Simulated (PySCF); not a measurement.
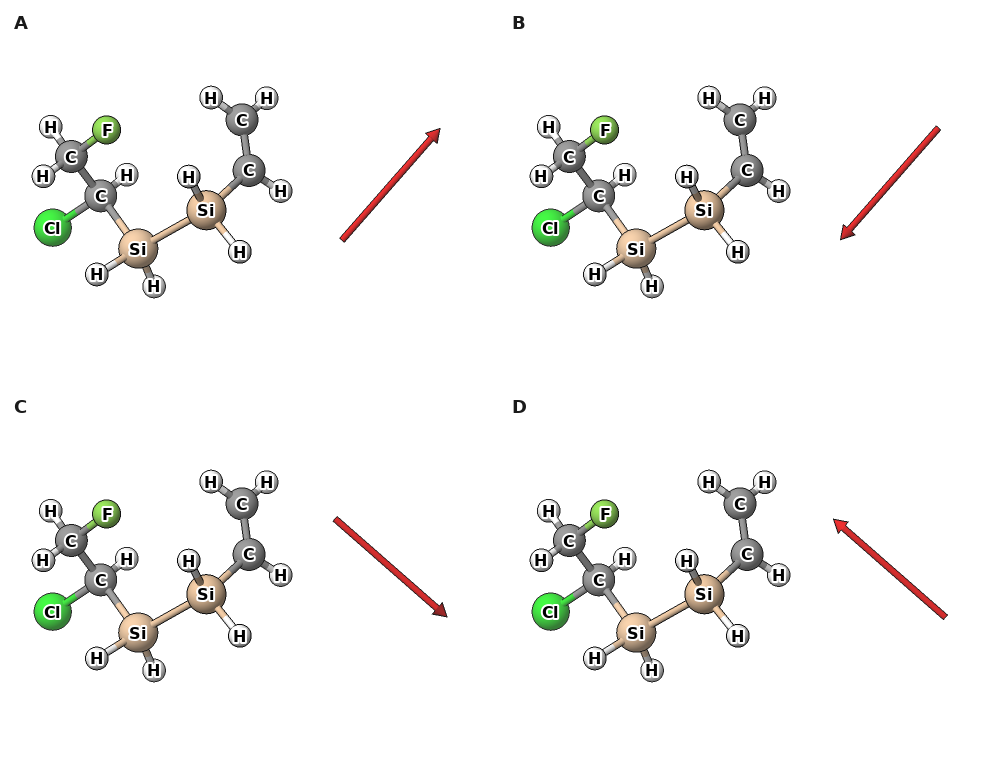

The same molecule four times, each with an arrow. The computed structure is the end point of a GFN2-xTB optimisation. No frequency run is at hand to confirm it as a minimum. Method: PBE0/pcSseg-1, gas phase (PySCF 2.14.0).

Which arrow points along the dipole moment, from the negative to the positive end?

A. The dipole moment is 0.86 D.

The geometry is semi-empirical. Around Si such bond lengths and angles can be off by a tenth of an ångström or more and by several degrees, and values that hang on the shape move with them.
